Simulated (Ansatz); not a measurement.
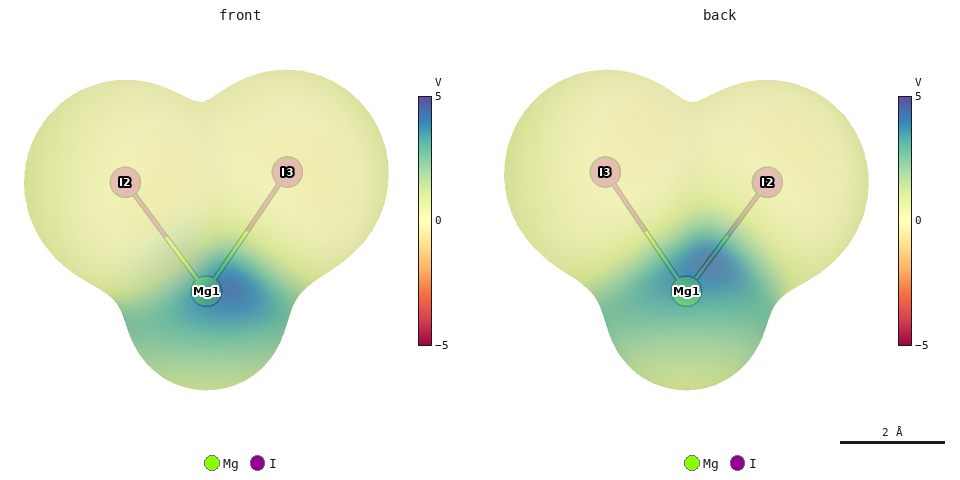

Figure. I₂Mg (triplet). The electrostatic potential painted on the density surface at 0.004 e/bohr³, seen from the front and from behind; red is negative and blue positive.

Geometry: r2SCAN-D4/def2-TZVP; core potentials replace the inner electrons of I.

All numbers below come from Ansatz 0.2.0, UKS PBE0-D4/def2-TZVP.

Input file:

```
crystal:
  periodic: [false, false, false]
  atoms:
    - {symbol: Mg, position_ang: [-0.520575, -1.160441, 0.792453]}
    - {symbol: I, position_ang: [0.855812, 1.254810, 0.982791]}
    - {symbol: I, position_ang: [-0.335237, -0.094379, -1.775244]}
basis:
  gaussian: {orbitals: def2-TZVP, initial_orbitals: start.molden}
magnetization: {spin_polarized: true, initial_magnetization: 2}
hamiltonian: {xc: pbe0, dispersion: d4}
scf: {omitted_lower_state_checks: [starts]}
output: {orbitals: {seedname: orbitals}}
```

Launched as:

```sh
ansatz run in.yaml --threads 4 --pin off --events-out ev --progress --plain --max-ram 3916MiB
```

**Which sites attract a positive test charge, and which a negative one?**

A positive charge is drawn to the negative regions and a negative charge to the positive ones. The most negative region (about −0.2 V) lies over I2 and I3, the most positive (about +4.3 V, or +99 kcal/mol for a unit charge) over Mg1. I2 shows a σ-hole: about +0.5 V, or +12 kcal/mol for a unit charge at the tip opposite its bond, against about +0.1 V on its flanks. I3 shows a σ-hole: about +0.5 V, or +12 kcal/mol for a unit charge at the tip opposite its bond, against about +0.2 V on its flanks.
